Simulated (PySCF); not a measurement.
SMILES c1c(Cl)ccc(c1)[Si](F)(F)F at its GFN2-xTB optimised geometry (Å):

```
15

F     -0.6320    -3.3224    -0.7732
Si    -1.3524    -2.1459     0.0109
F     -1.6260    -2.7579     1.4508
F     -2.7957    -2.0236    -0.6366
C     -0.3955    -0.5464     0.0000
C     -1.0538     0.6851    -0.0015
C     -0.3496     1.8735    -0.0015
C      1.0369     1.8435     0.0003
Cl     1.9234     3.3224     0.0006
C      1.7171     0.6348     0.0000
C      1.0011    -0.5464     0.0000
H     -2.1330     0.7128    -0.0060
H     -0.8688     2.8189    -0.0034
H      2.7957     0.6226    -0.0007
H      1.5343    -1.4850    -0.0034
```

Level of theory: CAM-B3LYP/def2-TZVP run with PySCF. Cells within 0.4 Å of a nucleus heavier than hydrogen are left out (blank, or x).

Map of the Laplacian of the electron density (e/bohr⁵), clipped to [-1.50, 1.50] on the plane z = 0.0 Å:

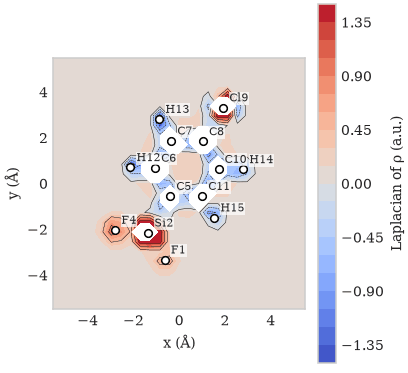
Figure. Laplacian of the electron density (e/bohr⁵), clipped to [-1.50, 1.50] on the plane z = 0.0 Å.
